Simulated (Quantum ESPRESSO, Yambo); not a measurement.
# ZrSe3 (P2_1/m): G0W0 with Yambo, start to end, part 2 of 3

Wanted: ground state, empty states, screening and self-energy for ZrSe3 (P2_1/m).

Quantum ESPRESSO 7.5 and Yambo 5.3.0; PBEsol and many-body steps on it, plane waves. Known limits of the many-body steps: not at the basis limit; no spin-orbit coupling; coarse k mesh.

So far. Step 2 (Ground state): The gap is indirect, with the least direct gap 0.28 eV higher.

## 3. Bands along the symmetry lines

Level of this step: DFT, PBEsol, plane waves, norm-conserving pseudopotentials (Quantum ESPRESSO).

The cheap functional maps the bands first; the places of the edges decide which points the dearer methods must see.

pw.in reads:

```
&control
  calculation = 'bands'
  prefix = 'x'
  outdir = 'o'
  pseudo_dir = 'pseudo'
/
&system
  ibrav = 0
  nat = 8
  ntyp = 2
  ecutwfc = 104.0
  nbnd = 90
  force_symmorphic = .true.
/
&electrons
  conv_thr = 1e-9
  electron_maxstep = 80
  diago_full_acc = .true.
  diago_thr_init = 5e-6
/
ATOMIC_SPECIES
  Zr 91.224 Zr.upf
  Se 78.971 Se.upf
CELL_PARAMETERS angstrom
  5.4109000000 -0.0000000000 -0.0000000000
  -0.0000000000 3.7488000000 0.0000000000
  -1.2294209091 0.0000000000 9.3636349901
ATOMIC_POSITIONS crystal
  Zr 0.2850000000 0.2500000000 0.6560000000
  Zr 0.7150000000 0.7500000000 0.3440000000
  Se 0.7620000000 0.2500000000 0.5540000000
  Se 0.2380000000 0.7500000000 0.4460000000
  Se 0.4560000000 0.2500000000 0.1740000000
  Se 0.5440000000 0.7500000000 0.8260000000
  Se 0.8880000000 0.2500000000 0.1690000000
  Se 0.1120000000 0.7500000000 0.8310000000
K_POINTS crystal
  81
  0.00000000 0.00000000 0.00000000 1
  0.00000000 0.06250000 0.00000000 1
  0.00000000 0.12500000 0.00000000 1
  0.00000000 0.18750000 0.00000000 1
  0.00000000 0.25000000 0.00000000 1
  0.00000000 0.31250000 0.00000000 1
  0.00000000 0.37500000 0.00000000 1
  0.00000000 0.43750000 0.00000000 1
  0.00000000 0.50000000 0.00000000 1
  0.00000000 0.50000000 0.06250000 1
  0.00000000 0.50000000 0.12500000 1
  0.00000000 0.50000000 0.18750000 1
  0.00000000 0.50000000 0.25000000 1
  0.00000000 0.50000000 0.31250000 1
  0.00000000 0.50000000 0.37500000 1
  0.00000000 0.50000000 0.43750000 1
  0.00000000 0.50000000 0.50000000 1
  0.00000000 0.43750000 0.50000000 1
  0.00000000 0.37500000 0.50000000 1
  0.00000000 0.31250000 0.50000000 1
  0.00000000 0.25000000 0.50000000 1
  0.00000000 0.18750000 0.50000000 1
  0.00000000 0.12500000 0.50000000 1
  0.00000000 0.06250000 0.50000000 1
  0.00000000 0.00000000 0.50000000 1
  0.00000000 0.00000000 0.43750000 1
  0.00000000 0.00000000 0.37500000 1
  0.00000000 0.00000000 0.31250000 1
  0.00000000 0.00000000 0.25000000 1
  0.00000000 0.00000000 0.18750000 1
  0.00000000 0.00000000 0.12500000 1
  0.00000000 0.00000000 0.06250000 1
  0.00000000 0.00000000 0.00000000 1
  -0.06250000 0.00000000 0.06250000 1
  -0.12500000 0.00000000 0.12500000 1
  -0.18750000 0.00000000 0.18750000 1
  -0.25000000 0.00000000 0.25000000 1
  -0.31250000 0.00000000 0.31250000 1
  -0.37500000 0.00000000 0.37500000 1
  -0.43750000 0.00000000 0.43750000 1
  -0.50000000 0.00000000 0.50000000 1
  -0.50000000 0.06250000 0.50000000 1
  -0.50000000 0.12500000 0.50000000 1
  -0.50000000 0.18750000 0.50000000 1
  -0.50000000 0.25000000 0.50000000 1
  -0.50000000 0.31250000 0.50000000 1
  -0.50000000 0.37500000 0.50000000 1
  -0.50000000 0.43750000 0.50000000 1
  -0.50000000 0.50000000 0.50000000 1
  -0.43750000 0.50000000 0.43750000 1
  -0.37500000 0.50000000 0.37500000 1
  -0.31250000 0.50000000 0.31250000 1
  -0.25000000 0.50000000 0.25000000 1
  -0.18750000 0.50000000 0.18750000 1
  -0.12500000 0.50000000 0.12500000 1
  -0.06250000 0.50000000 0.06250000 1
  0.00000000 0.50000000 0.00000000 1
  -0.06250000 0.50000000 0.00000000 1
  -0.12500000 0.50000000 0.00000000 1
  -0.18750000 0.50000000 0.00000000 1
  -0.25000000 0.50000000 0.00000000 1
  -0.31250000 0.50000000 0.00000000 1
  -0.37500000 0.50000000 0.00000000 1
  -0.43750000 0.50000000 0.00000000 1
  -0.50000000 0.50000000 0.00000000 1
  -0.50000000 0.43750000 0.00000000 1
  -0.50000000 0.37500000 0.00000000 1
  -0.50000000 0.31250000 0.00000000 1
  -0.50000000 0.25000000 0.00000000 1
  -0.50000000 0.18750000 0.00000000 1
  -0.50000000 0.12500000 0.00000000 1
  -0.50000000 0.06250000 0.00000000 1
  -0.50000000 0.00000000 0.00000000 1
  -0.43750000 0.00000000 0.00000000 1
  -0.37500000 0.00000000 0.00000000 1
  -0.31250000 0.00000000 0.00000000 1
  -0.25000000 0.00000000 0.00000000 1
  -0.18750000 0.00000000 0.00000000 1
  -0.12500000 0.00000000 0.00000000 1
  -0.06250000 0.00000000 0.00000000 1
  0.00000000 0.00000000 0.00000000 1
```

Command:

```
$ OMP_NUM_THREADS=1 mpirun -n 8 pw.x -nk 8 -in pw.in > pw.out
```

The log of the run:

```text
[banner, memory and clock lines left out]
Program PWSCF v.7.5 starts

     Atomic positions and unit cell read from directory:
     o/x.save/

     Message from routine setup:
     using ibrav=0 with symmetry is DISCOURAGED, use correct ibrav instead

     G-vector sticks info

     bravais-lattice index     =            0
     lattice parameter (alat)  =      10.2251  a.u.
     unit-cell volume          =    1281.7486 (a.u.)^3
     number of atoms/cell      =            8
     number of atomic types    =            2
     number of electrons       =       168.00
     number of Kohn-Sham states=           90
     kinetic-energy cutoff     =     104.0000  Ry
     charge density cutoff     =     416.0000  Ry
     Exchange-correlation= PBESOL
                           (   1   4  10   8   0   0   0)

     celldm(1)=  10.225119  celldm(2)=   0.000000  celldm(3)=   0.000000
     celldm(4)=   0.000000  celldm(5)=   0.000000  celldm(6)=   0.000000

     crystal axes: (cart. coord. in units of alat)
               a(1) = (   1.000000  -0.000000  -0.000000 )
               a(2) = (  -0.000000   0.692824   0.000000 )
               a(3) = (  -0.227212   0.000000   1.730513 )

     reciprocal axes: (cart. coord. in units 2 pi/alat)
               b(1) = (  1.000000  0.000000  0.131297 )
               b(2) = (  0.000000  1.443369  0.000000 )
               b(3) = (  0.000000  0.000000  0.577863 )
     Pseudo is Norm-conserving + core correction, Zval = 12.0
     Generated using ONCVPSP code by D. R. Hamann
     Using radial grid of 1604 points,  6 beta functions with:
     Pseudo is Norm-conserving + core correction, Zval = 24.0
     Generated using ONCVPSP code by D. R. Hamann
     Using radial grid of 1198 points,  6 beta functions with:
     Zr               12.00    91.22400     Zr( 1.00)
     Se               24.00    78.97100     Se( 1.00)

      2 Sym. Ops., with inversion, found

   Cartesian axes

     site n.     atom                  positions (alat units)
         1        Zr     tau(   1) = (   0.1359490   0.1732059   1.1352168  )
         2        Zr     tau(   2) = (   0.6368391   0.5196178   0.5952966  )
         3        Se     tau(   3) = (   0.6361246   0.1732059   0.9587044  )
         4        Se     tau(   4) = (   0.1366635   0.5196178   0.7718090  )
         5        Se     tau(   5) = (   0.4164651   0.1732059   0.3011093  )
         6        Se     tau(   6) = (   0.3563230   0.5196178   1.4294041  )
         7        Se     tau(   7) = (   0.8496012   0.1732059   0.2924568  )
         8        Se     tau(   8) = (  -0.0768131   0.5196178   1.4380566  )

     number of k points=    81
                       cart. coord. in units 2pi/alat
        k(    1) = (   0.0000000   0.0000000   0.0000000), wk =   0.0246914
        k(    2) = (   0.0000000   0.0902105   0.0000000), wk =   0.0246914
        k(    3) = (   0.0000000   0.1804211   0.0000000), wk =   0.0246914
[...]
[... 69 further rows ...]
        k(   80) = (  -0.0625000   0.0000000  -0.0082061), wk =   0.0246914
        k(   81) = (   0.0000000   0.0000000   0.0000000), wk =   0.0246914

     Dense  grid:   183623 G-vectors     FFT dimensions: (  72,  45, 120)

     The potential is recalculated from file :
     o/x.save/charge-density

     Starting wfcs are   98 randomized atomic wfcs

     Band Structure Calculation

     End of band structure calculation

          k = 0.0000 0.0000 0.0000 ( 22959 PWs)   bands (ev):

  -197.1565-197.1565-197.1419-197.1419-196.3597-196.3597-136.9919-136.9919
  -136.9784-136.9784-136.7591-136.7591-136.7526-136.7526-136.7431-136.7431
  -136.7368-136.7368-136.0462-136.0461-136.0393-136.0393-136.0250-136.0249
   -38.4723 -38.4717 -37.4172 -37.4172 -37.3245 -37.3245 -37.3117 -37.3117
   -37.3064 -37.3063 -37.2790 -37.2790 -37.2707 -37.2706 -37.0860 -37.0858
   -37.0826 -37.0826 -37.0678 -37.0678 -37.0648 -37.0648 -36.4466 -36.4452
[...]
13.5625  13.6668

          k = 0.0000 0.0902 0.0000 ( 22949 PWs)   bands (ev):

[...]
13.5676  13.6584

          k = 0.0000 0.1804 0.0000 ( 22983 PWs)   bands (ev):

[...]
13.5279  13.6495

[...]
k =-0.0625 0.0000 0.0279 ( 22952 PWs)   bands (ev):

[...]
k =-0.1250 0.0000 0.0558 ( 22986 PWs)   bands (ev):

[...]
k =-0.1875 0.0000 0.0837 ( 23002 PWs)   bands (ev):

[...]
k =-0.1250 0.7217 0.0558 ( 22902 PWs)   bands (ev):

[...]
k =-0.0625 0.7217 0.0279 ( 22916 PWs)   bands (ev):

[...]
k = 0.0000 0.7217 0.0000 ( 22922 PWs)   bands (ev):

[...]
k =-0.0625 0.7217-0.0082 ( 22904 PWs)   bands (ev):

[...]
k =-0.1250 0.7217-0.0164 ( 22924 PWs)   bands (ev):

[...]
k =-0.1875 0.7217-0.0246 ( 22926 PWs)   bands (ev):

[...]
k =-0.1250 0.0000-0.0164 ( 22996 PWs)   bands (ev):

[...]
k =-0.0625 0.0000-0.0082 ( 22960 PWs)   bands (ev):

[...]
13.5660  13.8191

          k = 0.0000 0.0000 0.0000 ( 22959 PWs)   bands (ev):

[...]
-136.9784-136.9784-136.7591-136.7591-136.7526-136.7526-136.7431-136.7431
  -136.7368-136.7368-136.0462-136.0461-136.0393-136.0393-136.0250-136.0249
[...]
6.1656   7.3504   7.5153   7.9998   8.5120   9.4022   9.6623   9.8077
     9.8205   9.9269  10.3966  10.5070  11.1681  11.5509  13.1795  13.3778
    13.5625  13.6668

     XML data file, pseudopotentials, collected wavefunctions
```

The job ended after 2.7 min (8 MPI ranks of Arm Neoverse V2, shared host; peak memory 2.5 GiB).

This step gave:

| Property | Result |
| --- | --- |
| gap | 0.3146 eV |
| k of the valence top | -0.125, 0, 0 |
| k of the conduction bottom | -0.5, 0.125, 0 |
| least direct gap | 0.5952 eV |

The gap is 0.315 eV, −0.007 eV from the run before at this level.

The electronic bands at the labelled points (eV, zero at the top of the highest filled band):

```csv
point,band 81,band 82,band 83,band 84,band 85,band 86,band 87,band 88
Γ,-0.69,-0.58,-0.11,0.00,0.66,1.04,2.67,2.87
Z,-1.70,-1.70,-1.16,-1.16,2.41,2.41,2.82,2.82
D,-1.91,-1.91,-1.15,-1.15,2.44,2.44,2.82,2.82
B,-0.69,-0.60,-0.14,-0.10,0.50,1.20,2.68,2.84
Γ,-0.69,-0.58,-0.11,0.00,0.66,1.04,2.67,2.87
A,-1.47,-0.89,-0.45,-0.42,0.34,0.56,1.16,1.26
E,-1.67,-1.67,-1.42,-1.42,0.58,0.58,2.54,2.54
Z,-1.70,-1.70,-1.16,-1.16,2.41,2.41,2.82,2.82
C2,-1.83,-1.83,-1.33,-1.33,0.57,0.57,2.44,2.44
Y2,-0.97,-0.56,-0.38,-0.30,0.33,0.67,1.14,1.23
Γ,-0.69,-0.58,-0.11,0.00,0.66,1.04,2.67,2.87
```

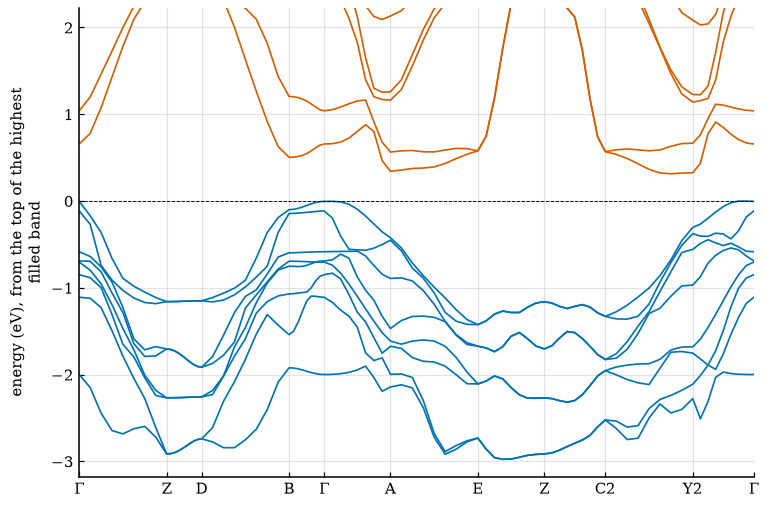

Electronic bands along the path; lines of filled and empty bands in two colours.

## 4. Empty states on the mesh, 2×4×2 mesh, 236 bands

The sums over transitions need many empty states on a uniform mesh; this step solves for them.

pw.in reads:

```
&control
  calculation = 'nscf'
  prefix = 'x'
  outdir = 'o'
  pseudo_dir = 'pseudo'
/
&system
  ibrav = 0
  nat = 8
  ntyp = 2
  ecutwfc = 104.0
  nbnd = 236
  force_symmorphic = .true.
/
&electrons
  conv_thr = 1e-9
  electron_maxstep = 80
  diago_full_acc = .true.
  diago_thr_init = 5e-6
/
ATOMIC_SPECIES
  Zr 91.224 Zr.upf
  Se 78.971 Se.upf
CELL_PARAMETERS angstrom
  5.4109000000 -0.0000000000 -0.0000000000
  -0.0000000000 3.7488000000 0.0000000000
  -1.2294209091 0.0000000000 9.3636349901
ATOMIC_POSITIONS crystal
  Zr 0.2850000000 0.2500000000 0.6560000000
  Zr 0.7150000000 0.7500000000 0.3440000000
  Se 0.7620000000 0.2500000000 0.5540000000
  Se 0.2380000000 0.7500000000 0.4460000000
  Se 0.4560000000 0.2500000000 0.1740000000
  Se 0.5440000000 0.7500000000 0.8260000000
  Se 0.8880000000 0.2500000000 0.1690000000
  Se 0.1120000000 0.7500000000 0.8310000000
K_POINTS automatic
  2 4 2 0 0 0
```

Command:

```
$ OMP_NUM_THREADS=1 mpirun -n 8 pw.x -nk 4 -in pw.in > pw.out
```

The log of the run:

```text
[banner, memory and clock lines left out]
Program PWSCF v.7.5 starts

     Atomic positions and unit cell read from directory:
     o/x.save/

     Message from routine setup:
     using ibrav=0 with symmetry is DISCOURAGED, use correct ibrav instead

     bravais-lattice index     =            0
     lattice parameter (alat)  =      10.2251  a.u.
     unit-cell volume          =    1281.7486 (a.u.)^3
     number of atoms/cell      =            8
     number of atomic types    =            2
     number of electrons       =       168.00
     number of Kohn-Sham states=          236
     kinetic-energy cutoff     =     104.0000  Ry
     charge density cutoff     =     416.0000  Ry
     Exchange-correlation= PBESOL
                           (   1   4  10   8   0   0   0)

     celldm(1)=  10.225119  celldm(2)=   0.000000  celldm(3)=   0.000000
     celldm(4)=   0.000000  celldm(5)=   0.000000  celldm(6)=   0.000000

     crystal axes: (cart. coord. in units of alat)
               a(1) = (   1.000000  -0.000000  -0.000000 )
               a(2) = (  -0.000000   0.692824   0.000000 )
               a(3) = (  -0.227212   0.000000   1.730513 )

     reciprocal axes: (cart. coord. in units 2 pi/alat)
               b(1) = (  1.000000  0.000000  0.131297 )
               b(2) = (  0.000000  1.443369  0.000000 )
               b(3) = (  0.000000  0.000000  0.577863 )
     Pseudo is Norm-conserving + core correction, Zval = 12.0
     Generated using ONCVPSP code by D. R. Hamann
     Using radial grid of 1604 points,  6 beta functions with:
     Pseudo is Norm-conserving + core correction, Zval = 24.0
     Generated using ONCVPSP code by D. R. Hamann
     Using radial grid of 1198 points,  6 beta functions with:
     Zr               12.00    91.22400     Zr( 1.00)
     Se               24.00    78.97100     Se( 1.00)

      2 Sym. Ops., with inversion, found

   Cartesian axes

     site n.     atom                  positions (alat units)
         1        Zr     tau(   1) = (   0.1359490   0.1732059   1.1352168  )
         2        Zr     tau(   2) = (   0.6368391   0.5196178   0.5952966  )
         3        Se     tau(   3) = (   0.6361246   0.1732059   0.9587044  )
         4        Se     tau(   4) = (   0.1366635   0.5196178   0.7718090  )
         5        Se     tau(   5) = (   0.4164651   0.1732059   0.3011093  )
         6        Se     tau(   6) = (   0.3563230   0.5196178   1.4294041  )
         7        Se     tau(   7) = (   0.8496012   0.1732059   0.2924568  )
         8        Se     tau(   8) = (  -0.0768131   0.5196178   1.4380566  )

     number of k points=    12
                       cart. coord. in units 2pi/alat
        k(    1) = (   0.0000000   0.0000000   0.0000000), wk =   0.1250000
        k(    2) = (   0.0000000   0.0000000  -0.2889316), wk =   0.1250000
        k(    3) = (   0.0000000   0.3608421   0.0000000), wk =   0.2500000
[...]
k(   11) = (  -0.5000000  -0.7216843  -0.0656487), wk =   0.1250000
        k(   12) = (  -0.5000000  -0.7216843  -0.3545803), wk =   0.1250000

     Dense  grid:   183623 G-vectors     FFT dimensions: (  72,  45, 120)

     The potential is recalculated from file :
     o/x.save/charge-density

     Starting wfcs are   98 randomized atomic wfcs +  138 random wfcs

     Band Structure Calculation

     End of band structure calculation

          k = 0.0000 0.0000 0.0000 ( 22959 PWs)   bands (ev):

  -197.1565-197.1565-197.1419-197.1419-196.3597-196.3597-136.9919-136.9919
  -136.9784-136.9784-136.7591-136.7591-136.7526-136.7526-136.7431-136.7431
  -136.7368-136.7368-136.0462-136.0461-136.0393-136.0393-136.0250-136.0249
   -38.4723 -38.4717 -37.4172 -37.4172 -37.3245 -37.3245 -37.3117 -37.3117
   -37.3064 -37.3063 -37.2790 -37.2790 -37.2707 -37.2706 -37.0860 -37.0858
   -37.0826 -37.0826 -37.0678 -37.0678 -37.0648 -37.0648 -36.4466 -36.4452
[...]
[... 18 further rows ...]
[...]
52.6819  52.9995  53.0972  53.1315

          k = 0.0000 0.0000-0.2889 ( 23008 PWs)   bands (ev):

[...]
[... 18 further rows ...]
[...]
52.7480  52.9979  53.5161  53.5340

          k = 0.0000 0.3608 0.0000 ( 22961 PWs)   bands (ev):

[...]
-136.9784-136.9784-136.7591-136.7591-136.7526-136.7526-136.7431-136.7431
  -136.7368-136.7368-136.0461-136.0461-136.0393-136.0393-136.0250-136.0250
[...]
6.3942   6.7318   7.1761   7.6777   7.8281   8.7232   8.8591   9.0417
     [... 18 further rows ...]
    50.8740  51.1668  51.2227  51.5438  51.5854  51.7372  52.4071  52.4465
    52.6174  52.9332  53.0618  53.2353

          k = 0.0000 0.3608-0.2889 ( 22962 PWs)   bands (ev):

     [... further k-points ...]

     highest occupied, lowest unoccupied level (ev):    10.5070   10.8367

     XML data file, pseudopotentials, collected wavefunctions
```

Run time: 2.1 min. Hardware: 8 MPI ranks; peak memory 2.5 GiB.

This step gave:

* gap: 0.3297 eV
* k of the valence top: 0, 0, 0
* k of the conduction bottom: -0.5, 0, 0
* least direct gap: 0.6027 eV
* k points computed: 12
* lowest point of the top converged band, above the valence top: 41.98 eV

On this mesh the gap is 0.330 eV.

(Continued in part 3 of 3.)

[Paths, hosts, dates, memory and timing lines, banners, echoed tables and standing remarks are left out of the program output.]

[Logs are printed without paths, hosts, clocks, repeated set-up lines and the standing remarks that a program may print on its own settings, such as how far it seeks lower states.]

[Runs of the session that timed out or met a known fault of the program may be left out.]

[Hosts, paths, dates, database ids (printed as entryN), source tags and the programs' standing remarks are cut or masked in the printed files.]
